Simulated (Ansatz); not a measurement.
# Si: response to strain

Start from Si in the diamond structure (space group Fd-3m, No. 227; a = 5.4021 Å).

Strains are applied to the cell and any free atomic positions relax.

Method: LDA, PAW, 420 eV (Ansatz, a first-principles code; spin-orbit coupling left out).

Notes on the quantities. energy relative to the base: free energy F.

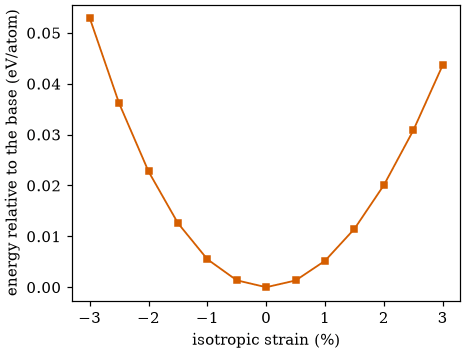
Figure: Energy relative to the base against isotropic strain

Task: From the plot, what is the energy relative to the base for isotropic strain −1.00 %?

Result: About 0.005 eV/atom.

Task: Is the trend monotonic over the range shown?

Result: No, it turns within the range, spanning 0 meV/atom to +53 meV/atom.

Whether these cells are dynamically stable was not tested.
